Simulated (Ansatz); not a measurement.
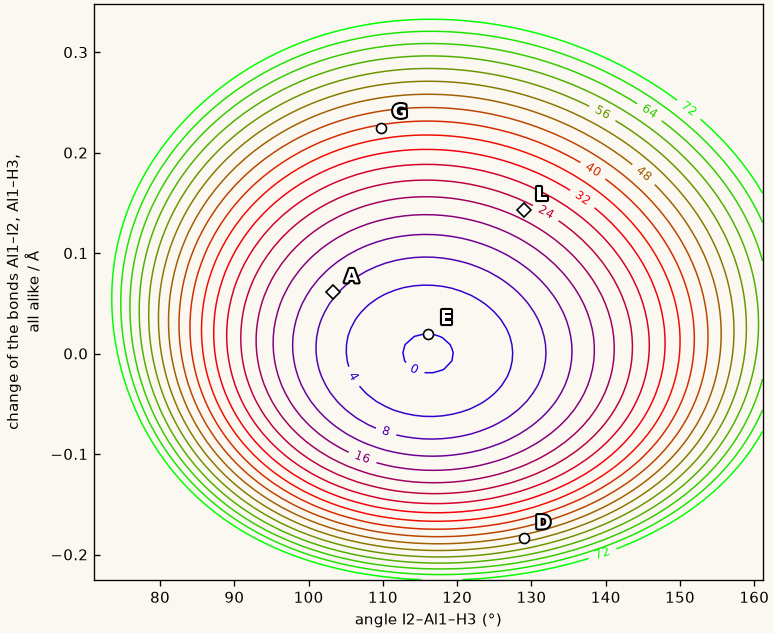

AlHI, SMILES [AlH][I], spin multiplicity 2. Coordinates scanned: (1) angle I2–Al1–H3; (2) change of the bonds Al1–I2, Al1–H3, all alike. Nothing is relaxed (all other coordinates rigid). The grid has 15 × 15 points. Points are written as (first, second). All energies are given in kJ/mol relative to the lowest grid point. Method: Ansatz 0.2.0, UKS PBE0-D4/def2-TZVP.

In the figure: contour lines labelled in kJ/mol (none above 72), lettered points. Between grid points the surface is interpolated.

Is L the lowest point of the computed grid?

Answer. No. L lies 22 kJ/mol above the lowest grid point, which is at (116.1°, 0.020 Å).

What kind of point is each of A, D, G, L: minimum, saddle, maximum or slope?

Answer. A: on a slope; D: on a slope; G: on a slope; L: on a slope. (In these two coordinates alone; a stationary point may lie a little off the grid point.)
